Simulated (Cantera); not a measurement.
Charge: 1 mol Si, 4.3 mol F₂, equilibrated at 798 K.

Cantera equilibrium calculation (NASA polynomials, part measured and part estimated; ideal gas, pure solids and liquids). Candidate condensed phases: Si; 9 gas species. Kinetics and transport are ignored.

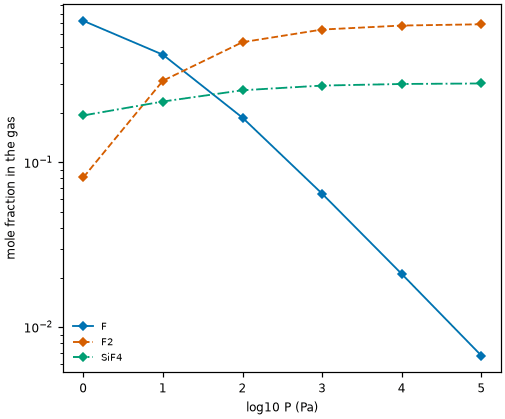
Fig. 1. Equilibrium gas composition (values under 1e-9 drawn at 1e-9)

From 1.00 Pa to 1.00 bar nothing is condensed. The main Si-bearing gas is SiF₄ throughout.
